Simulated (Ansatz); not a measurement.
H$_{3}$Si···HCl (doublet)

Input

```
crystal:
  periodic: [false, false, false]
  atoms:
    - { symbol: Si, position_ang: [0.023458, 0.0, -0.068466] }
    - { symbol: H, position_ang: [0.15496, 0.0, 1.400972] }
    - { symbol: H, position_ang: [1.389797, 0.0, -0.666959] }
    - { symbol: H, position_ang: [-0.719928, 1.221507, -0.492135] }
    - { symbol: H, position_ang: [-0.719928, -1.221507, -0.492135] }
    - { symbol: Cl, position_ang: [-0.126957, 0.0, 3.950123] }
magnetization:
  spin_polarized: true
  initial_magnetization: 1
basis:
  gaussian: { orbitals: def2-SVP }
hamiltonian:
  xc: pbe0
  dispersion: d4
relax:
  f_tol: 0.03
  max_steps: 50
output:
  orbitals: {}
```

Launched as:

```sh
ansatz run input.yaml --threads 1 --pin off --max-ram 2048MiB --backend cpu --events-out ev --progress --plain --runs-dir out
```

The fields are those of the run's last geometry, not of the input's.

Level of theory: UKS PBE0-D4/def2-SVP (Ansatz).

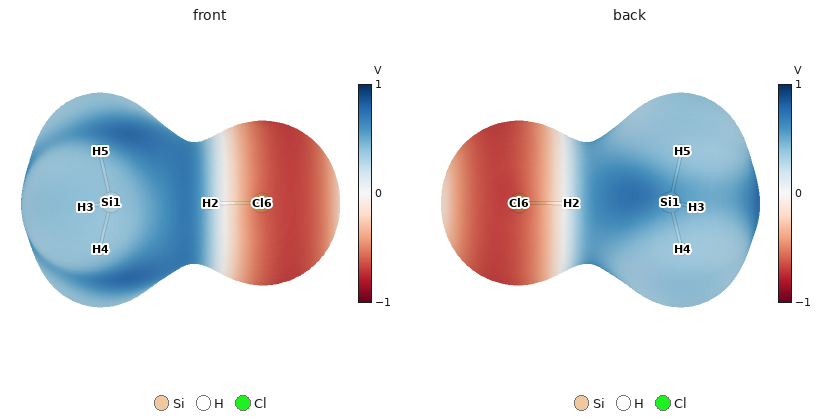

Figure 1. The electrostatic potential painted on the density surface at 0.001 e/bohr³, seen from the front and from behind; the colour scale runs from red (negative) to blue (positive).

**Describe the electrostatic potential map.**

The most negative region (about −0.7 V) lies over Cl6, the most positive (about +0.8 V) over Si1.

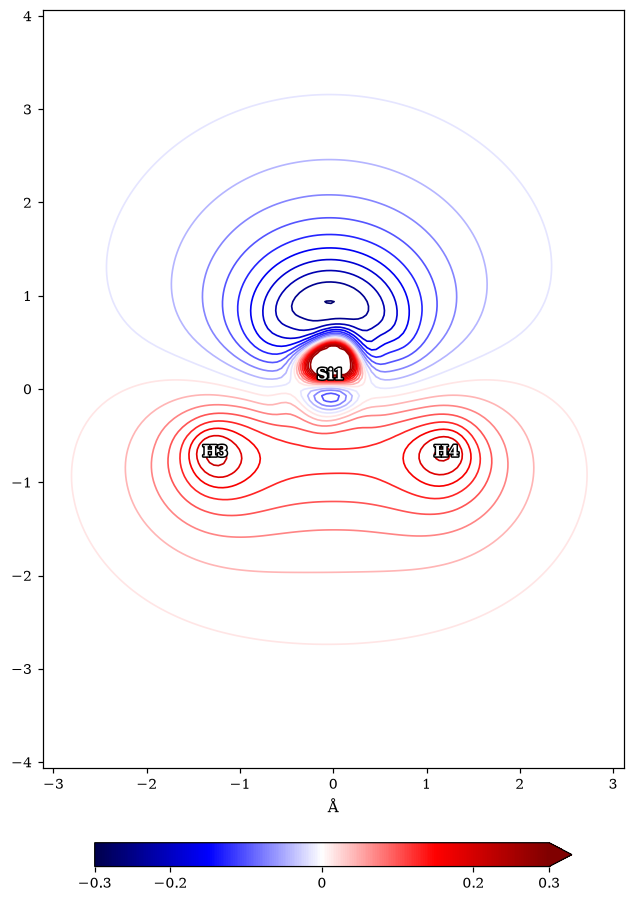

Figure 2. The HOMO (α) on the plane of atoms H3, Si1 and H4 (values in Å⁻³ᐟ²; the overall sign is arbitrary).

**Describe this orbital and give its energy.**

By Hirshfeld shares it lies mainly on Si1 (about 70 %), Cl6 (about 10 %) and H2 (about 5 %). Its energy is −6.91 eV.

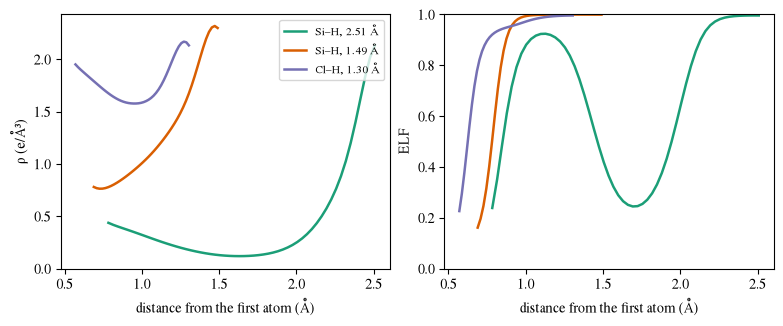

Figure 3. Total electron density and ELF along straight lines between neighbouring atoms. The curves leave out the atomic cores.

**What can be read from the curves?**

Si1···H2 (2.51 Å): the density falls to about 0.12 e/Å³ on the way; the ELF climbs to about 1 towards the hydrogen, as it does in any bond to H.
Si–H (1.49 Å): ρ at the midpoint is about 0.76 e/Å³; the ELF climbs to about 1 towards the hydrogen.
Cl–H (1.30 Å): the density is about 1.8 e/Å³ at the midpoint; the ELF climbs to about 1 towards the hydrogen.

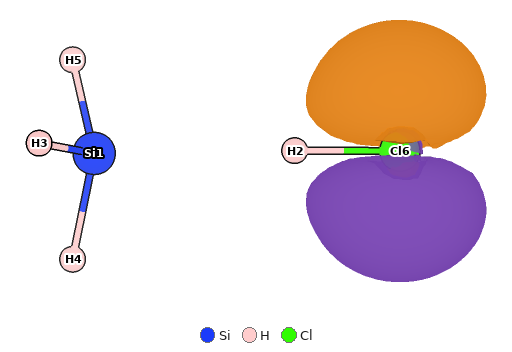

Figure 4. The HOMO−1 (α) at ±0.15 Å⁻³ᐟ² (orange and purple are the two phases), seen across its widest extent.

**Where does this orbital lie, and at what energy?**

By Hirshfeld shares it lies mainly on Cl6 (about 95 %); largely a lone pair of Cl6. Its energy is −8.78 eV.
